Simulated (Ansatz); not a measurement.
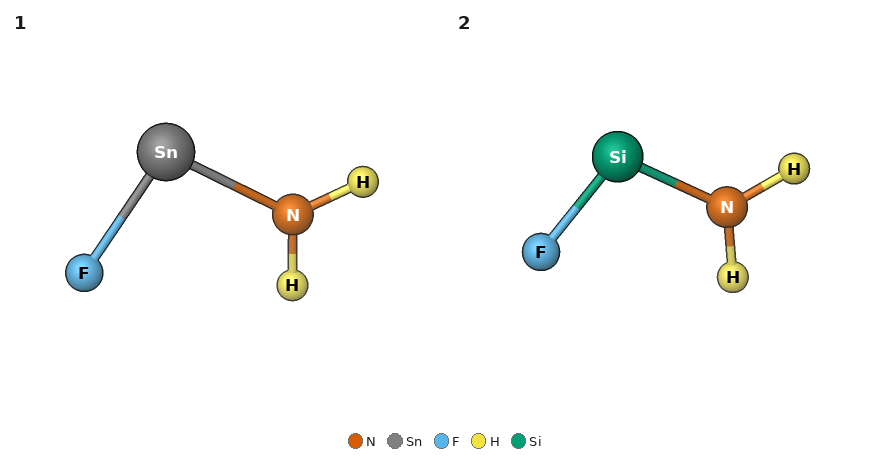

2 molecules with one skeleton, seen from the same side and at one scale. Each species is neutral and a spin singlet. Computed geometries: PBE0-D4/def2-TZVP optimisations, one conformation each. Properties computed with Ansatz 0.2.0. Elements past Kr carry core potentials.

One atom differs, called X below: Sn in panel 1, Si in panel 2. Their formulas are FH2NSn (`[NH2][Sn][F]`), FH2NSi (`N[Si]F`).

> In which is the length of X–F larger (PBE0-D4/def2-TZVP)?

In panel 1 (X = Sn).

> In which is the angle N–X–F larger (PBE0-D4/def2-TZVP)?

In panel 2 (X = Si).

Give the values. With PBE0-D4/def2-TZVP: length of X–F (Å), length of X–N (Å), angle N–X–F (°). With ωB97M-V/def2-QZVPP: HOMO energy (Kohn–Sham orbital) (eV), HOMO–LUMO gap (eV). With PBE-D4/def2-TZVPP: dipole moment (D), vertical ionisation energy (eV).

```csv
quantity,1 (Sn),2 (Si),2 − 1
length of X–F (Å),1.951,1.622,−0.329
length of X–N (Å),2.003,1.702,−0.301
angle N–X–F (°),92.0,98.5,+6.5
HOMO energy (Kohn–Sham orbital) (eV),−9.90,−9.38,+0.52
HOMO–LUMO gap (eV),9.66,10.09,+0.43
dipole moment (D),2.81,2.41,−0.40
vertical ionisation energy (eV),9.64,9.49,−0.15
```
